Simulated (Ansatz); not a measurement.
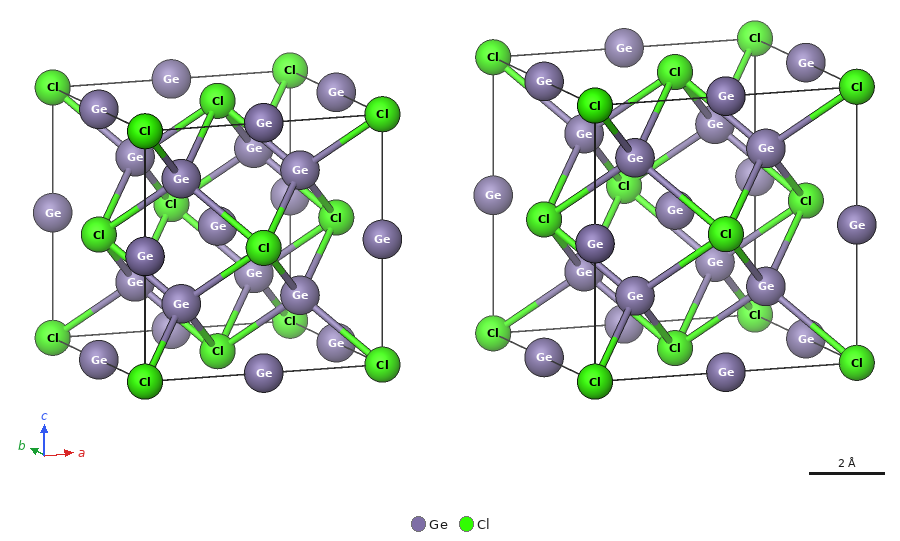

Two geometries of solid Ge₃Cl (a generated structure, set up in Fm-3m) (coarse preliminary run), drawn at one scale. One is the start of a relaxation, the other its converged end. A ball-and-stick model of the conventional cell (4 times the calculation's cell), seen slightly off an axis. Lengths and directions refer to the drawn axes.

These are results of DFT PBE, scalar-relativistic, plane waves, PAW in Ansatz, not measurements. Settings: plane-wave cutoff 420 eV; k-point mesh 4 × 4 × 4; occupations gaussian; smearing width 0.1 eV; no spin polarisation; cell and atoms relaxed; force threshold 0.04 eV/Å; at most 70 steps.

**Which of the two is the end point?**

The left one is the relaxed one. The atoms keep their places relative to the cell (all moves are under 0.005 Å). The volume changes by −25.4 %, with a = b = c 7.552 → 6.849 Å (−9.3 %). Some distances before and after: Cl–Ge 3.270 → 2.966 Å. The space group stays Fm-3m (No. 225). After 3 accepted moves (4 points after the start) the energy has fallen by 203 meV per atom. All forces vanish by symmetry, so only the cell relaxes. Pressure: −7.95 GPa at the start and 0.07 GPa at the end. At 1 point the geometry stayed and the basis and grid were re-selected for the new cell (energy shift of 0.8 meV per atom at most each time).
